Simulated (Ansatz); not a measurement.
Cl2FISi

```xyz
5

F     0.8062   -0.4967    1.3728
Si    0.0236   -0.0923    0.0628
Cl   -1.9532   -0.1734    0.4717
Cl    0.4840   -1.4360   -1.3740
I     0.6893    2.1247   -0.5748
```

Geometry: PBE0-D4/def2-TZVP; core potentials replace the inner electrons of I.

Method: isolated molecule in a Gaussian basis; Hartree-Fock in Ansatz 0.2.0.

Q: Predict the electron density and electron localisation function between the atoms.

A: Si–F (1.58 Å): the density is about 1.1 e/Å³ at the midpoint; the ELF peaks at about 0.85 in the valence shell of F, 0.6 Å from its nucleus, and is about 0.50 at the midpoint.
Si–Cl (2.02 Å): the density is about 0.96 e/Å³ at the midpoint; the ELF peaks at about 0.90 between the atoms (a polar covalent bond).

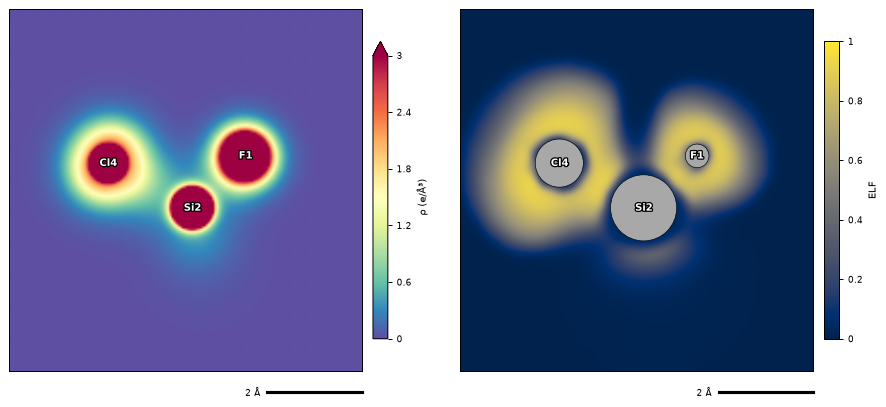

Computed electron density and electron localisation function on the plane of atoms F1, Si2 and Cl4, in this order. Grey discs cover the atomic cores in the ELF map. 
